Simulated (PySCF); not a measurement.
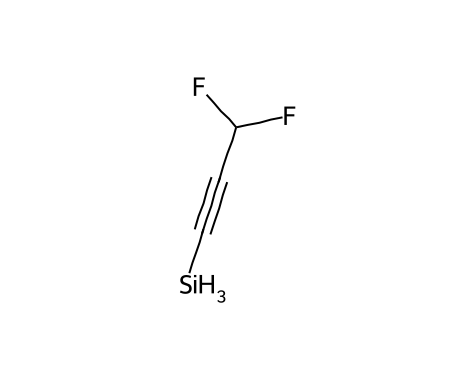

Skeletal drawing of a molecule.

Transcribe the drawing into SMILES.

Answer. FC(F)C#C[SiH3]

What is the molecular formula?

Answer. C3H4F2Si.

More results for the same structure follow; atom numbers are the same in all pictures, views and colours differ. The geometry was computed by an optimisation with PBE0-D3(BJ)/def2-SVP. No frequency run is at hand to confirm it as a minimum.

Shape

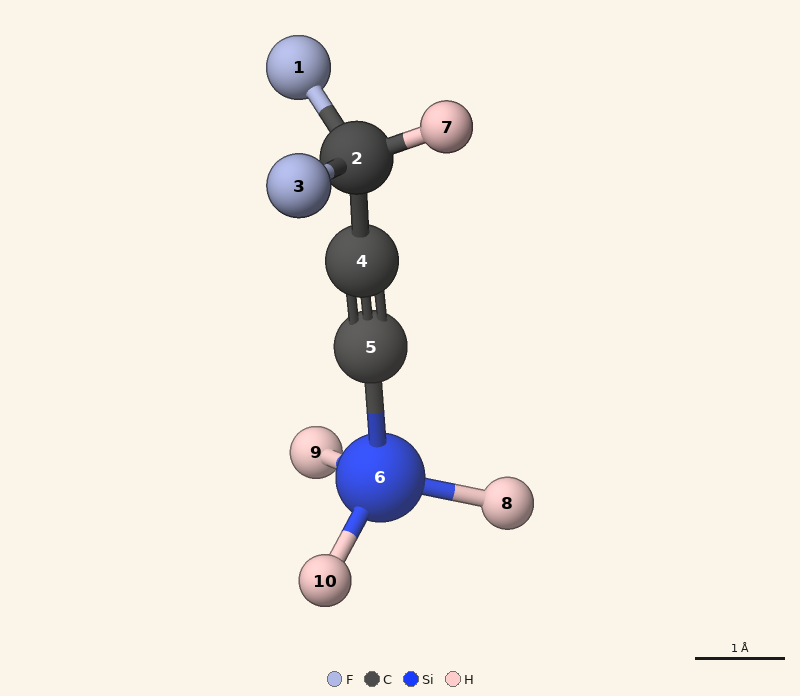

Numbered structure. No frequency run is at hand to confirm it as a minimum.

Which atoms are bonded, and how long are the bonds?

| bond | length (Å) | order |
| --- | --- | --- |
| F1–C2 | 1.348 | single |
| C2–F3 | 1.349 | single |
| C2–C4 | 1.467 | single |
| C2–H7 | 1.105 | single |
| C4–C5 | 1.216 | triple |
| C5–Si6 | 1.839 | single |
| Si6–H8 | 1.491 | single |
| Si6–H9 | 1.490 | single |
| Si6–H10 | 1.490 | single |

NMR shielding

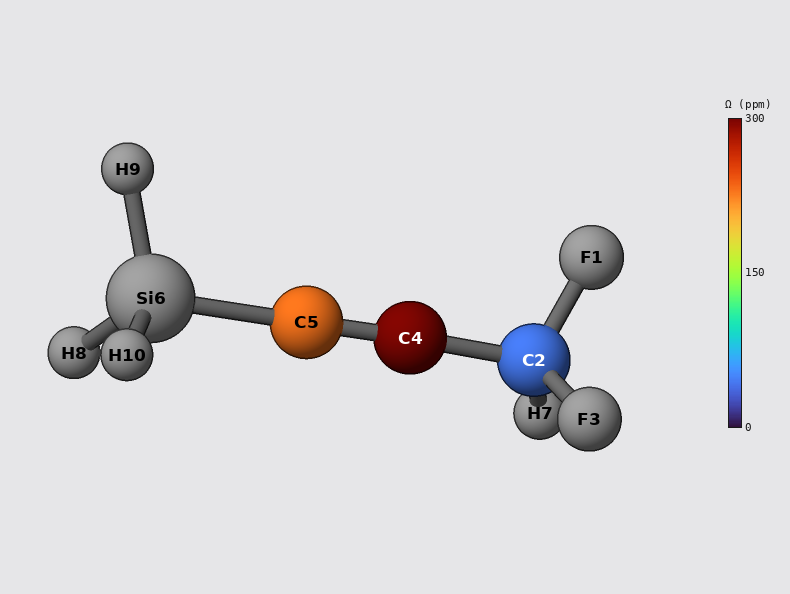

The C atoms are coloured by the span of their shielding tensor. No frequency run is at hand to confirm it as a minimum. Level of theory: GIAO BP86/pcSseg-2 NMR shielding, non-relativistic, gas phase (PySCF 2.14.0). Principal shieldings σ11 ≤ σ22 ≤ σ33, span Ω = σ33 − σ11, skew κ = 3(σiso − σ22)/Ω.

Which C atom has the most anisotropic shielding?

Answer. C4, with a span of 297 ppm.

Give the shielding tensors of the C atoms.

```csv
atom,σ11,σ22,σ33,σiso,Ω,κ
C2,43.0,67.0,87.6,65.9,44.6,−0.08
C4,−30.6,−27.2,266.5,69.6,297.1,0.98
C5,13.9,15.0,242.7,90.5,228.8,0.99
```

Shieldings and span in ppm.

Levels of theory compared

No frequency run is at hand to confirm it as a minimum. Program: PySCF 2.14.0.

Compare HOMO–LUMO gap (eV), HOMO energy (eV) at these levels: B3LYP/pcSseg-2; B97-D/pcSseg-2; BLYP/pcSseg-2; BP86/pcSseg-2; KT2/pcSseg-2; KT3/pcSseg-2; LDA/pcSseg-2; OPBE/pcSseg-2; PBE/pcSseg-2.

```tsv
level	HOMO–LUMO gap (eV)	HOMO energy (eV)
B3LYP/pcSseg-2	7.39	−8.42
B97-D/pcSseg-2	5.72	−7.38
BLYP/pcSseg-2	5.65	−7.28
BP86/pcSseg-2	5.66	−7.51
KT2/pcSseg-2	5.62	−7.42
KT3/pcSseg-2	5.69	−7.44
LDA/pcSseg-2	5.57	−7.59
OPBE/pcSseg-2	5.72	−7.39
PBE/pcSseg-2	5.65	−7.43
```

Dipole moment

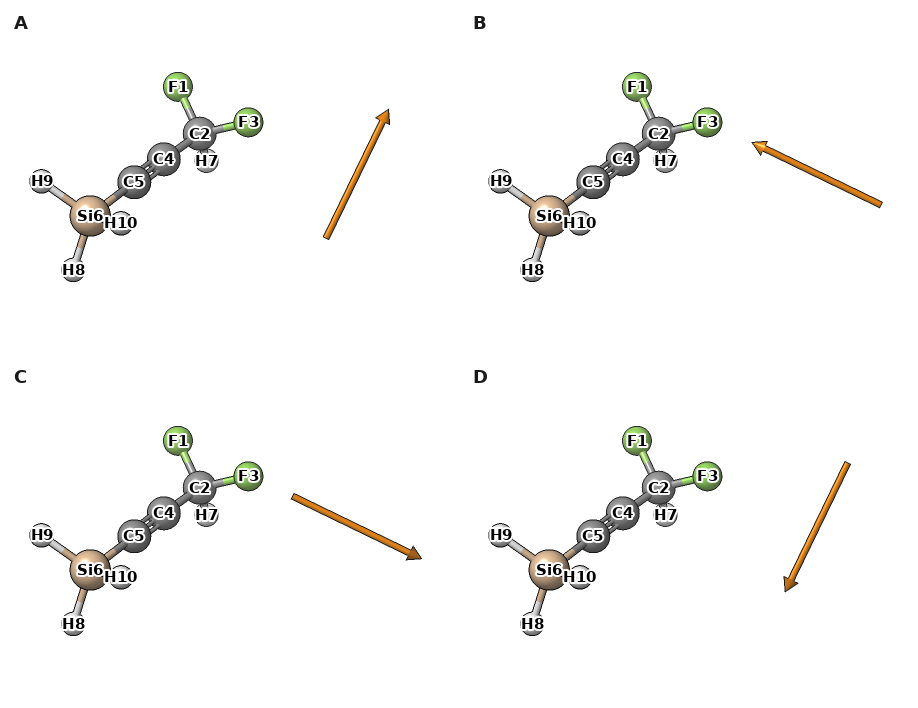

The same molecule four times, each with an arrow. No frequency run is at hand to confirm it as a minimum. Properties computed with HF/pcSseg-2, gas phase (PySCF 2.14.0).

Which arrow points along the dipole moment, from the negative to the positive end?

Answer. D. The dipole moment is 2.22 D; it points from the side of F1, F3 to the side of H8 (the outermost atoms at the two ends).
